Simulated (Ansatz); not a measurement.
Process, species as SMILES: [SeH] (SeH) → [SeH-] (an electron is taken up)
B3LYP-D3(BJ)/def2-TZVP geometries, fixed; electronic energies without zero-point terms; positive where energy is released.

Basis-set convergence of the adiabatic electron affinity at HF with Ansatz (a first-principles code). Cartesian d functions, on some or all atoms, in 3-21G, 6-31G; all else is spherical. Open shells are unrestricted. No added dispersion term, no relativity. Functions are those of the species that has most. Reference: the value in aug-cc-pV5Z, 1.190 eV, itself unsure by roughly 0.001 eV (its mean distance from aug-pcseg-3, aug-cc-pVQZ, def2-QZVPPD). Deviations are taken from unrounded values.

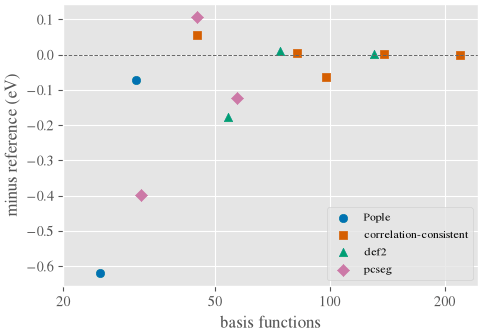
Deviation from the reference against the number of basis functions, by family of sets.

```csv
basis,functions,adiabatic electron affinity (eV),minus reference (eV)
3-21G,25,0.570,-0.620
6-31G,31,1.118,-0.072
pcseg-1,32,0.793,-0.397
aug-cc-pVDZ,45,1.245,0.055
aug-pcseg-1,45,1.298,0.107
def2-TZVP,54,1.014,-0.176
pcseg-2,57,1.069,-0.122
def2-TZVPPD,74,1.201,0.011
aug-cc-pVTZ,82,1.194,0.004
cc-pVQZ,98,1.127,-0.063
def2-QZVPPD,131,1.191,0.001
aug-cc-pVQZ,139,1.192,0.001
aug-cc-pV5Z,220,1.190,0.000
```
